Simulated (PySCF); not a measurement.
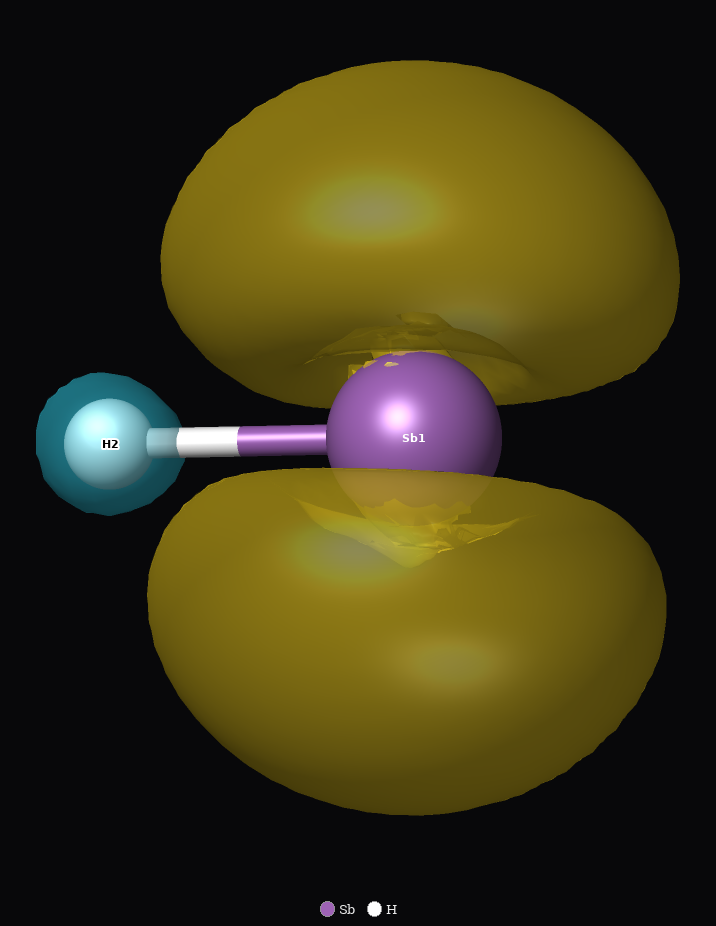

The picture shows: SbH (charge +1, doublet). Isosurfaces of the spin density (α minus β) at +0.02 (yellow) and −0.02 e/Å³ (cyan), seen from one side.

Theory: PySCF, PBE0/jorge-DZP-DKH, spin-free X2C-1e, Gaussian nucleus, at a bond length of 1.677 Å.

```yaml
atoms:
  - { symbol: Sb, position_ang: [0.0000, 0.0000, -0.0139] }
  - { symbol: H, position_ang: [0.0000, 0.0000, 1.6631] }
```

Which atoms carry the spin?

The unpaired spin (1 electron) lies mostly on Sb1 (about 1.0), in electrons by Hirshfeld's partition.
